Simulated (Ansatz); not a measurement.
**CH2AlN (SMILES N#[C][AlH2]) at BCCD(T)/aug-cc-pVDZ**

Aim: the energy change on altering one bond length of CH2AlN at BCCD(T)/aug-cc-pVDZ, from 2 runs. 

Program for the calculation: Ansatz 0.2.0.

69 further runs of the same task are left out: 69 set aside as unsound or not needed.

### 1 Starting point

CH2AlN: 5 atoms, total charge 0, spin state singlet. SMILES: `N#[C][AlH2]`. Geometry: relaxed at PBE0-D4/def2-TZVP.

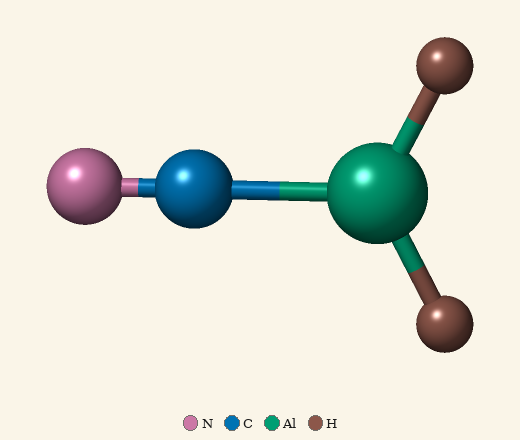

The structure, seen from a chosen angle (nitrogen pink, carbon blue, aluminium teal, hydrogen brown).

### 2 A single-point energy at BCCD(T)/aug-cc-pVDZ

molecule.yaml reads:

```yaml
basis:
  gaussian:
    orbitals: aug-cc-pVDZ
crystal:
  periodic: [false, false, false]
  atoms:
    - {symbol: N, position_ang: [1.382300, -1.346000, 1.394200]}
    - {symbol: C, position_ang: [0.714200, -0.698000, 0.711800]}
    - {symbol: Al, position_ang: [-0.407200, 0.390000, -0.434600]}
    - {symbol: H, position_ang: [-1.629700, -0.322900, -1.120200]}
    - {symbol: H, position_ang: [-0.009700, 1.903200, -0.592600]}
correlation:
  method: bccd_t
  frozen_orbitals: {Al: 5, C: 1, H: 0, "N": 1}
accuracy: high
scf:
  omitted_lower_state_checks: [cluster_reference, increment]
```

Started as:

```
ansatz run molecule.yaml --threads 1 --pin off --max-ram 3480MiB --events-out events.jsonl --progress --plain --runs-dir runs
```

Log (excerpt; [...] marks lines left out):

```text
Warning: RAYON_NUM_THREADS=1 ignored (pool sized by the plan → 1); use --threads N
Functional definition: HF
  name "HF"
[...]
1733 factors; integrals over basis functions are off by at most 3.3e-9 eV
[...]
mean field -9126.83531949 eV, -335.4050116000 hartree, gradient 1.1e-8 eV, S^2 0.000000; 0 other end points of the search recorded, 0 dependent functions left out
7 core orbitals not correlated: weight in the atoms' cores, before any rotation towards them, 1.000 or more for the frozen orbitals, at most 0.000 for the correlated occupied ones
reference -9126.83531949 eV, -335.4050116000 hartree; 7, 7 occupied and 77, 77 virtual orbitals, 1733 factors
second order -9.61036063 eV of doubles, -0.00000000 eV of singles
cycle   1  -9.71690144 eV  change   -1.1e-1 eV  update   9.1e-2
[...]
cycle  22  -10.17245741 eV  change   8.3e-10 eV  update  6.8e-10
perturbative correction -0.44820271 eV, -0.0164711459 hartree
Total energy: -9137.45597961 eV, -335.7953136605 hartree
Checks for a lower state left out: cluster_reference, increment
```

Wall time 13 s (1 thread of Arm Neoverse V2, shared host); peak memory 0.67 GiB.

### 3 The distorted shape at the same level

run.yaml reads:

```yaml
crystal:
  periodic: [false, false, false]
  atoms:
    - {symbol: N, position_ang: [2.727972, -2.651593, 2.769872]}
    - {symbol: C, position_ang: [2.059872, -2.003593, 2.087472]}
    - {symbol: Al, position_ang: [-0.407200, 0.390000, -0.434600]}
    - {symbol: H, position_ang: [-1.629700, -0.322900, -1.120200]}
    - {symbol: H, position_ang: [-0.009700, 1.903200, -0.592600]}
basis:
  gaussian:
    orbitals: aug-cc-pVDZ
correlation:
  method: bccd_t
  frozen_orbitals: {Al: 5, C: 1, H: 0, "N": 1}
accuracy: high
scf:
  omitted_lower_state_checks: [cluster_reference, increment]
```

Started as:

```
ansatz run run.yaml --threads 1 --pin off --max-ram 3480MiB --events-out events.jsonl --progress --plain --runs-dir runs
```

Log (excerpt; [...] marks lines left out):

```text
Warning: RAYON_NUM_THREADS=1 ignored (pool sized by the plan → 1); use --threads N
[... 2 set-up lines as earlier in the session ...]
[...]
1722 factors; integrals over basis functions are off by at most 3.5e-9 eV
[...]
mean field -9121.76208188 eV, -335.2185735568 hartree, gradient 2.1e-8 eV, S^2 0.000000; 0 other end points of the search recorded, 0 dependent functions left out; unrestricted orbitals would lower it
7 core orbitals not correlated: weight in the atoms' cores, before any rotation towards them, 1.000 or more for the frozen orbitals, at most 0.000 for the correlated occupied ones
reference -9121.76208188 eV, -335.2185735568 hartree; 7, 7 occupied and 77, 77 virtual orbitals, 1722 factors
second order -9.64683423 eV of doubles, -0.00000000 eV of singles
cycle   1  -9.74405146 eV  change   -9.7e-2 eV  update   1.4e-1
[...]
cycle  34  -10.36959795 eV  change  -1.5e-10 eV  update  4.1e-10
perturbative correction -0.63201290 eV, -0.0232260456 hartree
Total energy: -9132.76369273 eV, -335.6228752984 hartree
Checks for a lower state left out: cluster_reference, increment
```

Wall time 14 s (1 thread of Arm Neoverse V2, shared host); peak memory 0.66 GiB.

### 4 Outcome

Level: BCCD(T)/aug-cc-pVDZ, 7 core orbitals frozen.

| quantity | value |
| --- | --- |
| first shape: total energy | -335.79531 Eh |
| first shape: correlation energy (7 core orbitals frozen) | -390.3 mEh |
| first shape: (T) correction | -16.47 mEh |
| distorted shape: total energy | -335.62288 Eh |
| distorted shape: correlation energy (7 core orbitals frozen) | -404.3 mEh |
| distorted shape: (T) correction | -23.23 mEh |
| energy change with the C2–Al3 bond stretched from 1.938 to 4.263 Å | 4.692 eV |

With the C2–Al3 bond stretched from 1.938 to 4.263 Å the energy rises by 4.69 eV (108 kcal/mol). The first shape isn't relaxed at this level, so the change isn't measured from a minimum. The triples (first shape) make up 4.2 % of the correlation energy. The restricted solution (distorted shape) is unstable to spin breaking: an unrestricted one lies lower. The triples (distorted shape) make up 5.7 % of the correlation energy.
